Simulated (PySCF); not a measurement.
C4H9ClGeO (SMILES [CH3][GeH2][O]C/C=C\Cl)

The calculation's input:

```
{"job": {"kind": "uv", "xc": "B3LYP", "basis": "def2-SVPD", "nstates": 8, "ntriplets": 3}, "charge": 0, "multiplicity": 1}
C      1.606045     1.203415     0.589927
Ge     1.576991    -0.630571    -0.149708
O      0.161905    -1.546599     0.379537
C     -1.180300    -1.428263    -0.027876
C     -1.743605    -0.072475     0.285780
C     -1.603419     0.969684    -0.514116
Cl    -0.816700     0.864070    -2.037287
H      2.622857     1.585592     0.605583
H      1.236622     1.188263     1.613743
H      0.993309     1.889518     0.012629
H      2.596145    -1.511056     0.503609
H      1.723371    -0.704883    -1.648527
H     -1.270564    -1.620394    -1.103705
H     -1.736051    -2.202944     0.511217
H     -2.211853     0.065337     1.250560
H     -1.962352     1.960249    -0.282777
```

Command:

```sh
OMP_NUM_THREADS=1 python probes_run.py task.json out
```

Geometry: GFN2-xTB.

Theory: PySCF, B3LYP/def2-SVPD, SCF density, gas phase.

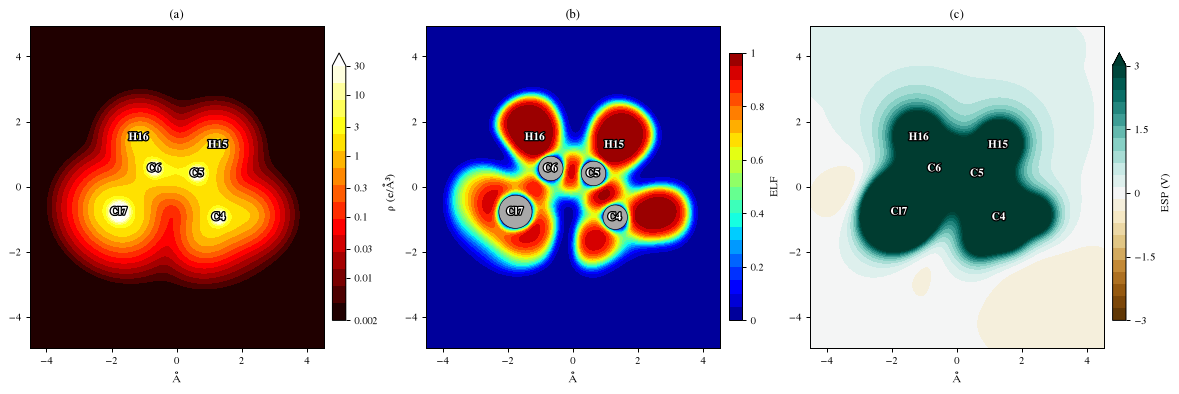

Figure 1. (a) total electron density; (b) ELF; (c) molecular electrostatic potential on the plane of atoms C5, C6 and H16. Grey discs cover the atomic cores in the ELF map.

### What do the fields say about this system?

- The section cuts through C, Cl and H sites.
- C–C (1.32 Å): ρ at the midpoint is about 2.4 e/Å³; the ELF peaks at about 0.95 between the atoms: a short, multiple covalent bond.
- C–Cl (1.72 Å): ρ at the midpoint is about 1.5 e/Å³; the ELF peaks at about 0.90 between the atoms; a shared electron pair.
- C–H (1.08 Å): ρ at the midpoint is about 2.1 e/Å³; the ELF climbs to about 1 towards the hydrogen, as it does in any bond to H: an ordinary covalent bond to hydrogen.
- C–C (1.50 Å): the density is about 1.8 e/Å³ at the midpoint; the ELF peaks at about 0.95 between the atoms, as expected for localised, covalent bonding.
- The ELF also peaks beside Cl7, away from the bonds: lone-pair regions.
- Outside the dense part of the molecule the potential is most negative (−0.4 V) near C4.

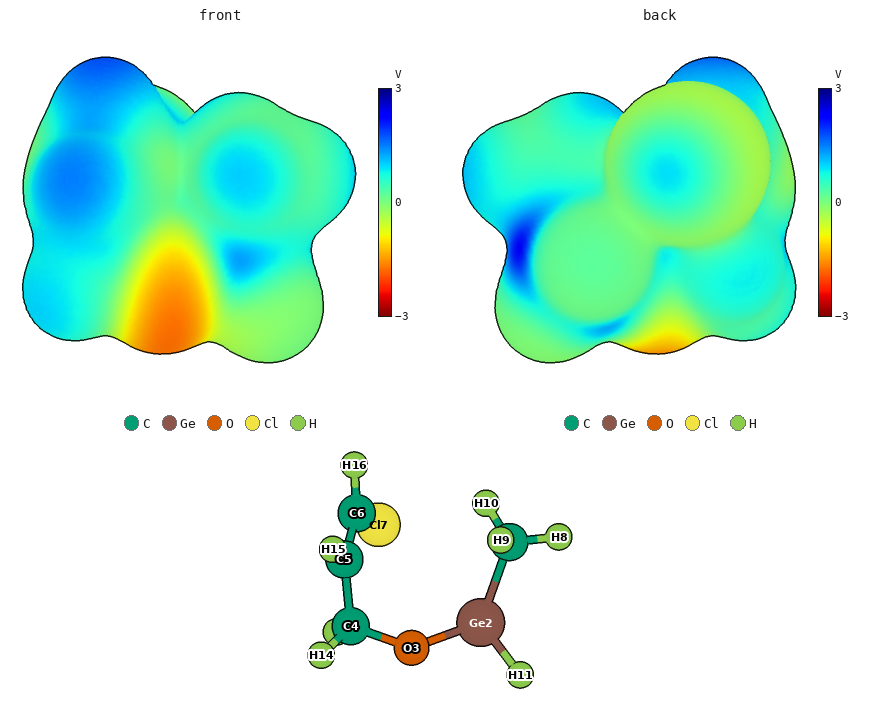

Figure 2. The molecular electrostatic potential painted on the density surface at 0.004 e/bohr³, seen from the front and from behind; the colour scale runs from red (negative) to blue (positive). The bare structure is drawn below in the same view.

### Where is the surface potential most negative and most positive?

The most negative region (about −1.7 V) lies over O3, the most positive (about +2.0 V) over Ge2. Cl7 shows a σ-hole: about +0.9 V at the tip opposite its bond, against about +0.1 V on its flanks. O3 is the likeliest acceptor of a hydrogen bond.

### How polar is the molecule by this calculation?

Its dipole moment is 1.74 D.
